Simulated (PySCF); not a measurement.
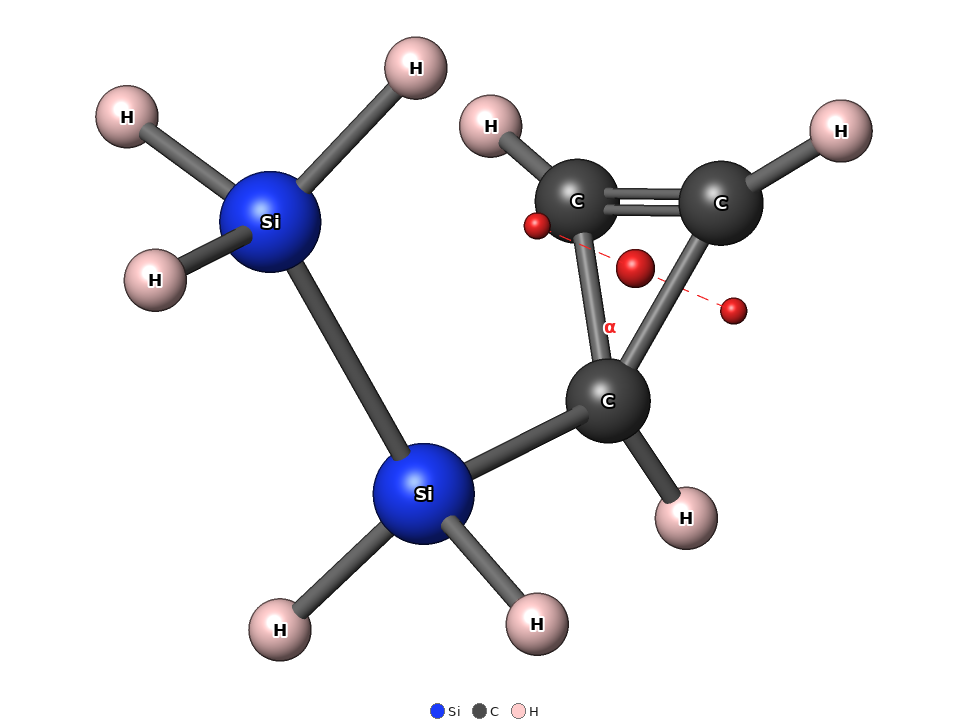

The small points mark where nucleus-independent chemical shifts (NICS) were computed: at the centre of each lettered ring and 1 Å above and below it. Computed geometry: GFN2-xTB optimisation. No frequency run is at hand to confirm it as a minimum. Method: GIAO PBE0/pcSseg-1 NMR shielding, non-relativistic, gas phase (PySCF 2.14.0).

Give NICS(0), NICS(1) and the out-of-plane component NICS(1)zz for each ring (means of the two sides).

| ring | members | NICS(0) | NICS(1) | NICS(1)zz |
| --- | --- | --- | --- | --- |
| α | C3 | −28.3 | −5.5 | −15.0 |

Values in ppm.

The geometry is semi-empirical. Around Si such bond lengths and angles can be off by a tenth of an ångström or more and by several degrees, and values that hang on the shape move with them.
